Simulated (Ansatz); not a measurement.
# C3H4AlClO3: basis-set convergence

Aim: see how fast density functionals converge with the basis set for C3H4AlClO3.

Computed with Ansatz 0.2.0, Gaussian basis. Level: one geometry, several basis sets.

Plan: PBE0-D4/def2-SVP; ωB97M-V/def2-SVP; PBE0-D4/def2-QZVPP; ωB97M-V/def2-QZVPP; the functionals' def2-TZVPP values are taken from earlier runs.

## Step 1: Structure used throughout

The geometry comes from an earlier relaxation with PBE0-D4 in a triple-zeta def2 set; it is a stationary point, not always the lowest conformer.

SMILES `[OH][Al-]1([Cl])[O]C=CC=[O+]1`, 12 atoms, charge 0, spin multiplicity 1.

Atoms are counted from 1 here; the program's logs count them from 0.

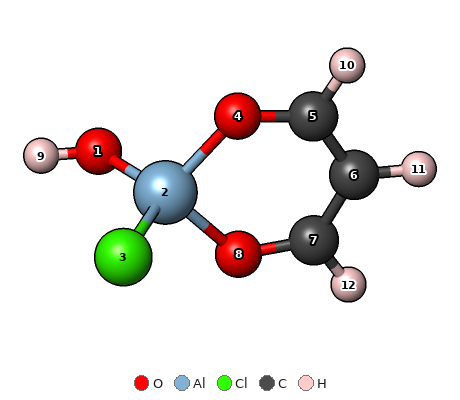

The structure; oxygen red, aluminium light blue, chlorine green, carbon dark grey, hydrogen pink; atoms are numbered from 1 in the order of the file.

As a file:

```
atom     x (Å)     y (Å)     z (Å)
  O1  -1.79922  -0.38128   1.94298
 Al2  -0.31645   0.21081   1.38397
 Cl3   0.97885   1.22297   2.70470
  O4  -0.57495   1.22948  -0.09975
  C5  -0.15286   0.96334  -1.26492
  C6   0.57547  -0.16328  -1.62314
  C7   0.90335  -1.13808  -0.69022
  O8   0.60195  -1.11258   0.54068
  H9  -2.09109  -0.28110   2.84589
 H10  -0.39984   1.69895  -2.03577
 H11   0.88463  -0.28891  -2.65070
 H12   1.46716  -2.01543  -1.01993
```

## Step 2: PBE0-D4 in def2-SVP

File in.yaml:

```yaml
crystal:
  periodic: [false, false, false]
  atoms:
    - {symbol: O, position_ang: [-1.799217, -0.381277, 1.942985]}
    - {symbol: Al, position_ang: [-0.316454, 0.210810, 1.383973]}
    - {symbol: Cl, position_ang: [0.978851, 1.222966, 2.704696]}
    - {symbol: O, position_ang: [-0.574955, 1.229481, -0.099746]}
    - {symbol: C, position_ang: [-0.152858, 0.963344, -1.264919]}
    - {symbol: C, position_ang: [0.575469, -0.163281, -1.623138]}
    - {symbol: C, position_ang: [0.903351, -1.138084, -0.690225]}
    - {symbol: O, position_ang: [0.601954, -1.112578, 0.540681]}
    - {symbol: H, position_ang: [-2.091094, -0.281099, 2.845887]}
    - {symbol: H, position_ang: [-0.399837, 1.698952, -2.035769]}
    - {symbol: H, position_ang: [0.884627, -0.288910, -2.650700]}
    - {symbol: H, position_ang: [1.467161, -2.015425, -1.019926]}
basis:
  gaussian: {orbitals: def2-SVP}
hamiltonian: {xc: pbe0, dispersion: d4}
output: {orbitals: {seedname: orbitals}}
```

Launch:

```sh
ansatz run in.yaml --threads 4 --pin off --events-out ev --progress --plain --max-ram 11315MiB
```

Further steps of the session: ωB97M-V in def2-SVP; PBE0-D4 in def2-QZVPP; ωB97M-V in def2-QZVPP.

Before running them: what should the planned runs give, taken together? Wanted: PBE0-D4: double and triple zeta above quadruple; ωB97M-V: double and triple zeta above quadruple.

The runs gave:

```
                                       quantity           value
PBE0-D4: double and triple zeta above quadruple  18.61, 1.10 eV
ωB97M-V: double and triple zeta above quadruple  18.74, 1.04 eV
```

What this shows: For PBE0-D4 the step from double to triple zeta gains 17.51 eV and the next only 1.10 eV. Total energies overstate the basis error of differences, where much of it tends to cancel.
